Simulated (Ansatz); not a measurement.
# Calculations on SiH₂S₂

**1. Relaxation**

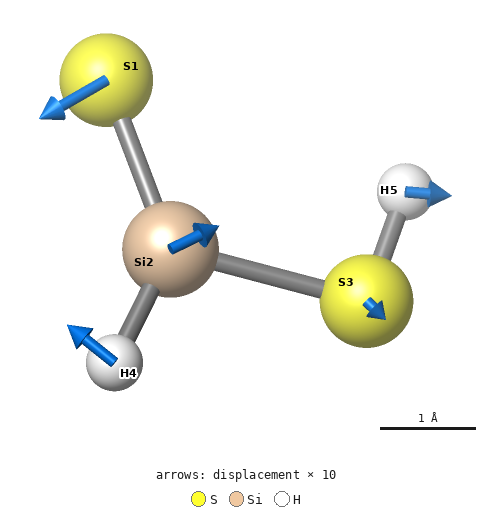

A relaxation of SiH$_{2}$S$_{2}$. The starting structure is drawn; blue arrows show the displacements, magnified 10 times. The two geometries are superimposed by the best rigid fit.

The picture is a ball-and-stick view, seen at a tilt.

The run prepares an end point of a later path (torsion) calculation, from a guessed geometry.

Level of theory: Ansatz, RKS B3LYP-D4/6-31G*. Set-up: no spin polarisation; force threshold 0.015 eV/Å; at most 40 steps.

Describe the change and its energy.

Answer. S1 moves most after the best rigid fit: 0.087 Å. Largest moves by element: S 0.087 Å, H 0.065 Å, Si 0.061 Å. Some distances before and after: Si2–H4 1.444 → 1.482 Å, S3–H5 1.324 → 1.351 Å, S1–Si2 1.983 → 1.957 Å, Si2–S3 2.141 → 2.121 Å. Among the angles between lasting bonds that change: S1–Si2–H4 135.3° → 127.3°, S1–Si2–S3 122.3° → 128.1°, S3–Si2–H4 102.4° → 104.7°. After 6 geometry steps the energy has fallen by 7.39 kJ/mol. The largest force component goes from 1.3 to 0.0027 eV/Å. Cost: 6 s on 1 thread of AMD EPYC 9R45 96-Core Processor (Zen 5), on a shared host, peak memory 0.13 GiB.

**2. Relaxation**

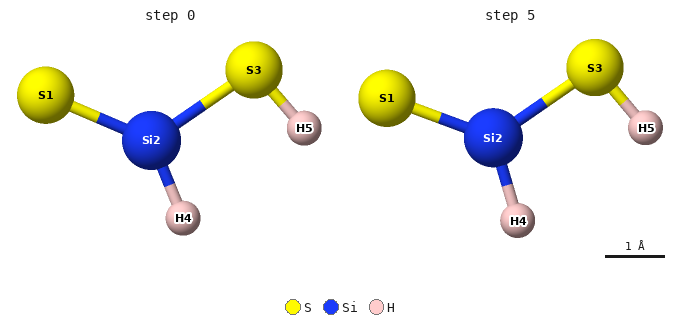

The structure of SiH2S2 before (left) and after (right) a relaxation, at one scale.

Style: ball-and-stick. Shown face on.

The run prepares an end point of a later path (torsion) calculation, from a guessed geometry.

Theory: RKS B3LYP-D4/6-31G* (Ansatz 0.2.0).

Input
```yaml
crystal:
  periodic: [false, false, false]
  atoms:
    - { symbol: S, position_ang: [-1.87072, 0.68333, 0.82166] }
    - { symbol: Si, position_ang: [-0.54486, -0.35399, -0.22682] }
    - { symbol: S, position_ang: [1.55367, 0.06281, -0.14995] }
    - { symbol: H, position_ang: [-0.60791, -1.45821, -1.15488] }
    - { symbol: H, position_ang: [1.91982, -0.88438, -0.99954] }
basis:
  gaussian: { orbitals: "6-31G*" }
hamiltonian:
  xc: b3lyp
  dispersion: d4
relax:
  f_tol: 0.015
  max_steps: 40
output:
  orbitals: {}
```

Launched with:
```bash
ansatz run input.yaml --threads 1 --pin off --max-ram 2048MiB --backend cpu --events-out ev --progress --plain --runs-dir out
```

**Summarise the run.**

After 5 geometry steps the energy has fallen by 8.48 kJ/mol. The largest force component goes from 1.2 to 0.0011 eV/Å. The largest move after the best rigid fit is that of H4, 0.10 Å. Largest moves by element: H 0.10 Å, S 0.06 Å, Si 0.06 Å. Among the contacts that change: Si2–H4 1.444 → 1.485 Å, S1–Si2 1.983 → 1.954 Å, S3–H5 1.324 → 1.353 Å, Si2–S3 2.141 → 2.125 Å. Among the angles between lasting bonds that change: S1–Si2–H4 135.3° → 126.8°, S3–Si2–H4 102.4° → 108.2°, S1–Si2–S3 122.3° → 125.0°.

**3. Path**

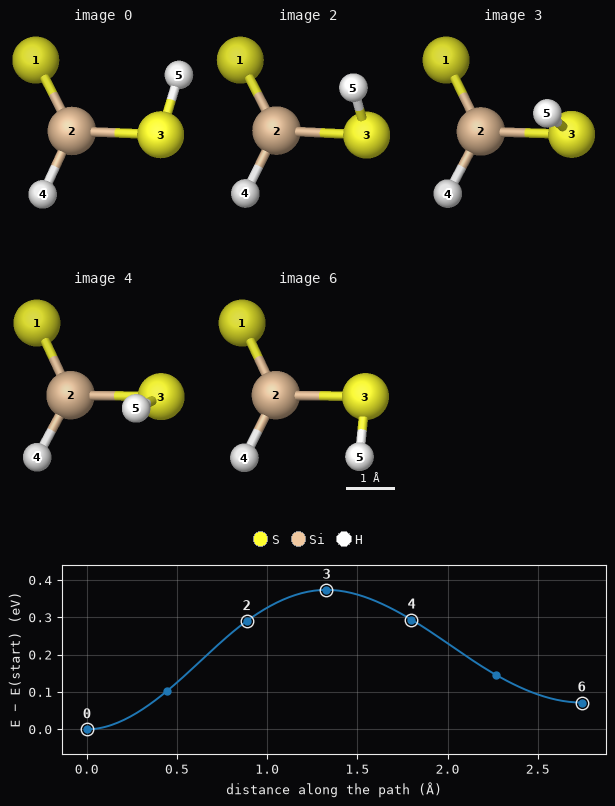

A nudged-elastic-band calculation for SiH2S2. Images are numbered from 0 (start) to 6 (end). A ball-and-stick model, seen at a tilt.

These are results of RKS B3LYP-D4/6-31G* in Ansatz 0.2.0, not measurements.

Input
```yaml
crystal:
  periodic: [false, false, false]
  atoms:
    - { symbol: S, position_ang: [-1.919256, 0.624877, 0.779072] }
    - { symbol: Si, position_ang: [-0.507869, -0.314153, -0.199478] }
    - { symbol: S, position_ang: [1.580377, 0.056047, -0.158831] }
    - { symbol: H, position_ang: [-0.669781, -1.449028, -1.138419] }
    - { symbol: H, position_ang: [1.516519, 1.082266, 0.717647] }
basis:
  gaussian: { orbitals: "6-31G*" }
hamiltonian:
  xc: b3lyp
  dispersion: d4
neb:
  order_check: false
  images: 5
  f_tol: 0.05
  max_iterations: 60
  final_atoms:
    - { symbol: S, position_ang: [-2.35724835, 0.42267408, 0.66515687] }
    - { symbol: Si, position_ang: [-0.59665554, -0.09738693, -0.00453465] }
    - { symbol: S, position_ang: [1.23726802, 0.82815179, 0.53904705] }
    - { symbol: H, position_ang: [-0.29813133, -1.18852225, -0.96650067] }
    - { symbol: H, position_ang: [2.01475719, 0.03509231, -0.2331776] }
  initial_path:
    images:
      - { positions_ang: [[-1.919256, 0.624877, 0.779072], [-0.507869, -0.314153, -0.199478], [1.580377, 0.056047, -0.158831], [-0.669781, -1.449028, -1.138419], [1.516519, 1.082266, 0.717647]] }
      - { positions_ang: [[-1.99528756, 0.64875048, 0.73042153], [-0.53782222, -0.2819242, -0.20015152], [1.49205307, 0.27838443, -0.23870336], [-0.56955323, -1.47034551, -1.02442284], [1.61059995, 0.8251438, 0.73284718]] }
      - { positions_ang: [[-2.07131913, 0.67262397, 0.68177106], [-0.56777545, -0.24969541, -0.20082504], [1.40372915, 0.50072187, -0.31857571], [-0.46932546, -1.49166302, -0.91042667], [1.70468089, 0.5680216, 0.74804737]] }
      - { positions_ang: [[-2.14735069, 0.69649745, 0.63312059], [-0.59772867, -0.21746661, -0.20149856], [1.31540522, 0.7230593, -0.39844807], [-0.36909769, -1.51298053, -0.79643051], [1.79876184, 0.31089939, 0.76324755]] }
      - { positions_ang: [[-2.21731658, 0.60522299, 0.64379935], [-0.59737096, -0.17744005, -0.13584392], [1.28935949, 0.75809013, -0.08594969], [-0.34544224, -1.40482777, -0.85312057], [1.87076029, 0.2189637, 0.43110583]] }
      - { positions_ang: [[-2.28728246, 0.51394854, 0.65447811], [-0.59701325, -0.13741349, -0.07018929], [1.26331375, 0.79312096, 0.22654868], [-0.32178678, -1.29667501, -0.90981062], [1.94275874, 0.12702801, 0.09896412]] }
      - { positions_ang: [[-2.35724835, 0.42267408, 0.66515687], [-0.59665554, -0.09738693, -0.00453465], [1.23726802, 0.82815179, 0.53904705], [-0.29813133, -1.18852225, -0.96650067], [2.01475719, 0.03509231, -0.2331776]] }
```

Run as
```bash
ansatz run input.yaml --threads 1 --pin off --max-ram 2048MiB --backend cpu --events-out ev --progress --plain --runs-dir out
```

### Read off the barrier and say what moves.

The motion is a rotation about the Si2–S3 bond by about 180°. No bond forms or breaks between the ends. Bond angles that change up to the highest image, for instance: S3–Si2–H4 104.7° → 110.0°, S1–Si2–H4 127.3° → 123.4°. Forward barrier 0.37 eV, backward barrier 0.30 eV, with image 3 at the top; the reaction energy is +0.07 eV. The band converged in 7 iterations. The largest component of the band force went from 22 to 0.021 eV/Å. The climbing image converged on the top of the path. Its vibrational analysis gives one imaginary mode (353i cm⁻¹), as a transition state must have.

The run took 30 s on 1 thread of AMD EPYC 9R45 96-Core Processor (Zen 5), on a shared host, peak memory 0.13 GiB.
